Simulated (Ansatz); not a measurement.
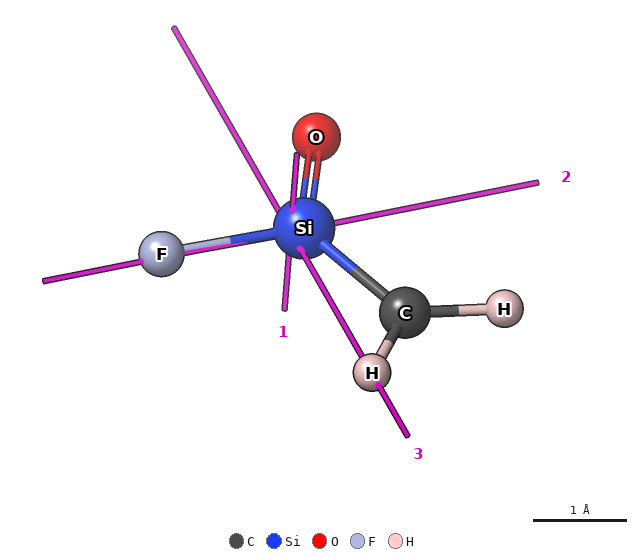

The three principal axes of inertia are drawn and numbered. Atoms fade into the background with distance from the viewer. The species has charge −1 and is a spin singlet. The geometry was computed by an optimisation with PBE0-D4/def2-TZVPD. No frequency run is at hand to confirm it as a minimum. Masses are those of the most abundant isotopes; constants are for the rigid equilibrium geometry.

**Which line is the a axis (least moment of inertia), which b and which c?**

a is line 3, b is line 2, c is line 1; the moments are 62.0, 72.4, 134 u Å².

**What kind of rotor is it, and what are its rotational constants in cm⁻¹?**

An asymmetric top (Cs): A = 0.272, B = 0.233, C = 0.125 cm⁻¹. Ray's parameter κ is 0.47, nearer the oblate limit.
